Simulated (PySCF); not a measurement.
**C2H3FGaN (SMILES F[CH]1N=[CH][GaH]1) at SVWN5/6-31G(d) (spherical functions)**

What is the vertical ionisation energy of C2H3FGaN at SVWN5/6-31G* (spherical functions)? 

The calculation is run with PySCF 2.14.0.

## Step 1: The system as given

C2H3FGaN has 8 atoms, charge 0, and is taken as a singlet. SMILES: `F[CH]1N=[CH][GaH]1`. Geometry: relaxed at PBE0-D4/def2-TZVP.

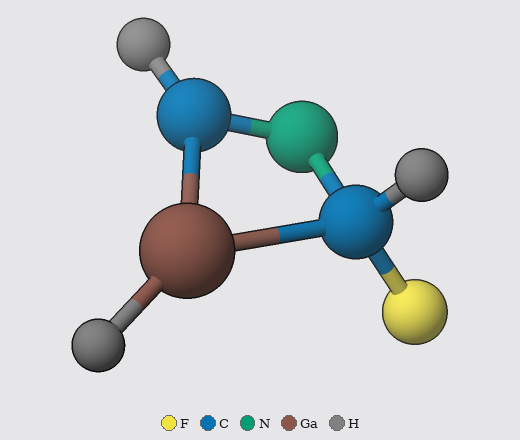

Viewed from a chosen angle; fluorine yellow, carbon blue, nitrogen teal, gallium brown, hydrogen grey.

## Step 2: A single-point energy at SVWN5/6-31G(d) (spherical functions)

calc.py

```python
from pyscf import gto, dft

system = gto.Mole()
system.atom = [
    ('F', (-2.111100, -0.029000, 0.445400)),
    ('C', (-0.833000, 0.462900, 0.394800)),
    ('N', (0.096100, -0.395800, 1.114700)),
    ('C', (1.138600, -0.581000, 0.393600)),
    ('Ga', (0.319400, 0.154000, -1.266300)),
    ('H', (-0.838400, 1.451700, 0.860600)),
    ('H', (1.997700, -1.096100, 0.825400)),
    ('H', (0.322800, -0.023900, -2.824000)),
]
system.charge = 0
system.max_memory = 1860
system.basis = '6-31g*'
system.verbose = 3
system.build()

mf = dft.RKS(system, xc='svwn')
mf.grids.level = 3
mf.conv_tol = 1e-10
mf.kernel()
if not mf.converged:
    mf = mf.newton().run(mf.mo_coeff, mf.mo_occ)

etot = mf.e_tot
print('Final energy', etot)
```

The run is started by

```console
$ OMP_NUM_THREADS=1 python calc.py
```

Log:

```text
converged SCF energy = -2152.29191750836
Final energy -2152.291917508358
```

Run time: 7.2 s. Hardware: 1 thread of Arm Neoverse V2, shared host; peak memory 0.32 GiB.

## Step 3: The doublet cation, same level

run.py

```python
from pyscf import gto, dft

system = gto.Mole()
system.atom = '''
F     -3.989401    -0.054802     0.841684
C     -1.574142     0.874754     0.746064
N      0.181603    -0.747954     2.106478
C      2.151642    -1.097931     0.743796
Ga     0.603579     0.291018    -2.392960
H     -1.584346     2.743315     1.626298
H      3.775106    -2.071329     1.559780
H      0.610004    -0.045164    -5.336587
'''
system.max_memory = 1860
system.charge = 1
system.spin = 1
system.verbose = 3
system.unit = 'bohr'
system.basis = '6-31g*'
system.build()

myscf = dft.UKS(system, xc='svwn')
myscf.conv_tol = 1e-10
myscf.grids.level = 3
myscf.kernel()
if not myscf.converged:
    myscf = myscf.newton().run(myscf.mo_coeff, myscf.mo_occ)

energy = myscf.e_tot
print(f'total energy: {energy:.8f} hartree')
```

The run is started by

```console
$ OMP_NUM_THREADS=1 python run.py
```

Log:

```text
converged SCF energy = -2151.96897153611  <S^2> = 0.75300707  2S+1 = 2.0030048
total energy: -2151.96897154 hartree
```

Wall time 14 s (1 thread of Arm Neoverse V2, shared host); peak memory 0.32 GiB.

## Step 4: What came out

Level: SVWN5/6-31G* (spherical functions).

| quantity | value |
| --- | --- |
| singlet C2H3FGaN: total energy | -2152.29192 Eh |
| singlet C2H3FGaN: dipole moment | 2.21 D |
| singlet C2H3FGaN: HOMO energy | -5.60 eV |
| singlet C2H3FGaN: LUMO energy | -3.06 eV |
| singlet C2H3FGaN: HOMO–LUMO gap | 2.54 eV |
| doublet cation: total energy | -2151.96897 Eh |
| doublet cation: HOMO energy (highest over α and β) | -12.46 eV |
| doublet cation: LUMO energy (lowest over α and β) | -11.99 eV |
| doublet cation: ⟨S²⟩ | 0.753 |
| vertical ionisation energy (to the doublet cation) | 8.788 eV |

The vertical ionisation energy comes to 8.79 eV (203 kcal/mol). −ε(HOMO) before ionisation, 5.60 eV, is 3.19 eV below this ionisation energy.
